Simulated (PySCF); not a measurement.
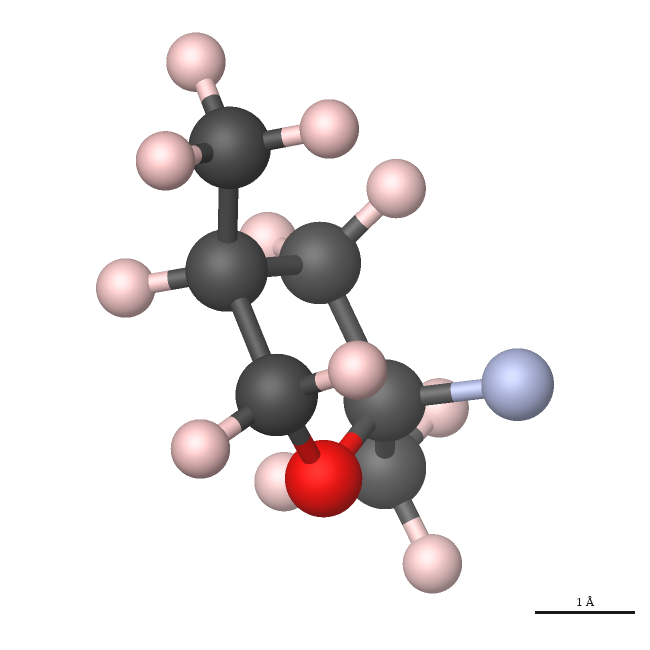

The picture shows a molecular structure as a ball-and-stick model. Every bond is drawn as one stick, whatever its order. Colours: carbon dark grey, oxygen red, fluorine light blue, hydrogen pink.

The geometry was computed by an optimisation with GFN2-xTB. No frequency run is at hand to confirm it as a minimum.

What does the picture show?

It has 19 atoms: 6 carbon, 11 hydrogen, 1 fluorine and 1 oxygen (C₆H₁₁FO). SMILES: `C[C@@H]1CO[C@](C)(F)C1`. Independent rings (smallest set): 1 of 5 members. Among its groups: ether, C–F bond. This geometry has C1 symmetry. Coordination: 6 C tetrahedral; 1 O bent.

More results for the same structure follow; atom numbers are the same in all pictures, views and colours differ.

Geometry

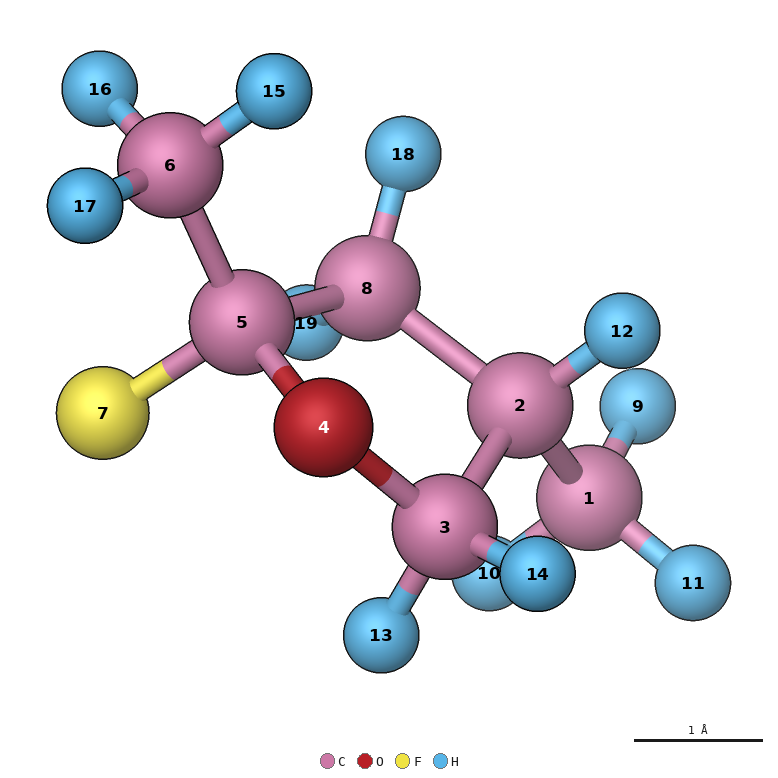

No frequency run is at hand to confirm it as a minimum.

Which atoms are bonded, and how long are the bonds? Leave out bonds to hydrogen.

```tsv
bond	length (Å)	order
C1–C2	1.520	single
C2–C3	1.537	single
C2–C8	1.538	single
C3–O4	1.418	single
O4–C5	1.380	single
C5–C6	1.518	single
C5–F7	1.408	single
C5–C8	1.542	single
```

Ring current

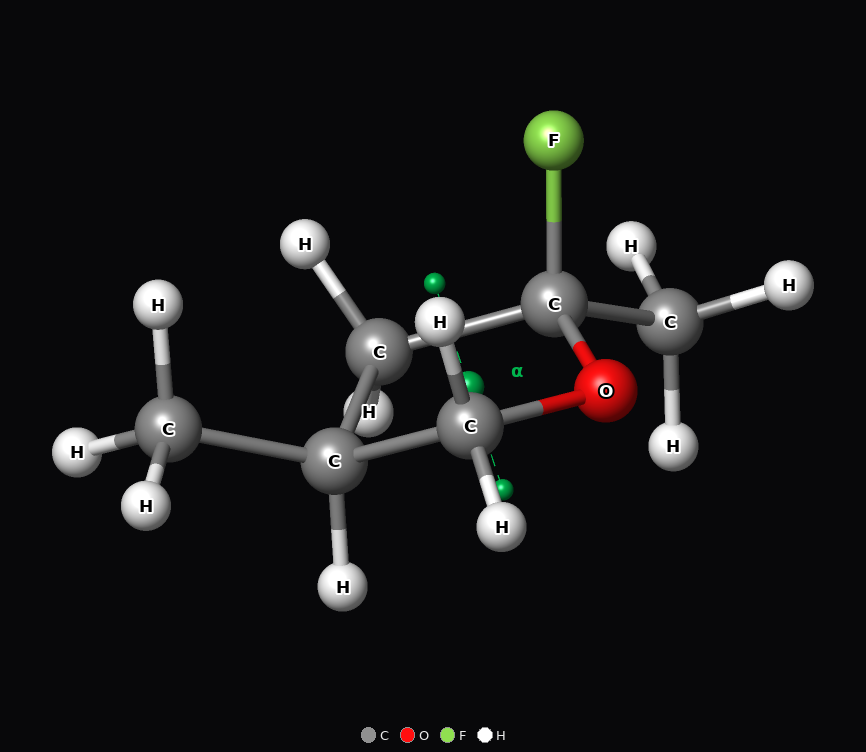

The small points mark where nucleus-independent chemical shifts (NICS) were computed: at the centre of each lettered ring and 1 Å above and below it. No frequency run is at hand to confirm it as a minimum. Level of theory: GIAO PBE0/pcSseg-1 NMR shielding, non-relativistic, gas phase (PySCF 2.14.0).

Give NICS(0), NICS(1) and the out-of-plane component NICS(1)zz for each ring (means of the two sides).

```csv
ring,members,NICS(0),NICS(1),NICS(1)zz
α,C4O,−5.9,−3.3,−3.5
```

Values in ppm.

**What do the values say about the ring currents?**

Ring α: weak, as in a non-aromatic ring. NICS is one index among several.

NMR shielding

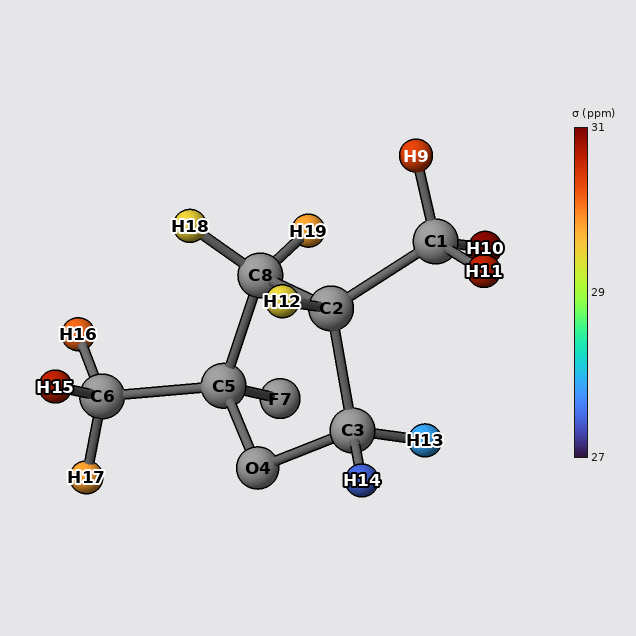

Atoms are coloured by their isotropic NMR shieldings (H only, the others grey). No frequency run is at hand to confirm it as a minimum. Properties computed with GIAO PBE0/pcSseg-1 NMR shielding, non-relativistic, gas phase (PySCF 2.14.0).

Give the isotropic NMR shieldings of the H atoms atom by atom.

```json
{"atom": "H9", "σ (ppm)": "30.34"}
{"atom": "H10", "σ (ppm)": "30.91"}
{"atom": "H11", "σ (ppm)": "30.61"}
{"atom": "H12", "σ (ppm)": "29.46"}
{"atom": "H13", "σ (ppm)": "27.88"}
{"atom": "H14", "σ (ppm)": "27.50"}
{"atom": "H15", "σ (ppm)": "30.62"}
{"atom": "H16", "σ (ppm)": "30.12"}
{"atom": "H17", "σ (ppm)": "29.82"}
{"atom": "H18", "σ (ppm)": "29.50"}
{"atom": "H19", "σ (ppm)": "29.81"}
```

Electronic properties

No frequency run is at hand to confirm it as a minimum. Method: PBE0/def2-SVPD, gas phase (PySCF 2.14.0). Excitations: vertical, linear response.

Predict the main results.

- dipole moment: 2.59 D
- HOMO energy (Kohn–Sham orbital): −8.15 eV
- LUMO energy (Kohn–Sham orbital): 0.64 eV
- HOMO–LUMO gap: 8.79 eV
- mean static polarisability: 74.0 bohr³
- lowest vertical singlet excitation: 7.69 eV
- its oscillator strength: 0.002
- brightest of the 6 lowest singlets: 8.50 eV
- its oscillator strength: 0.03
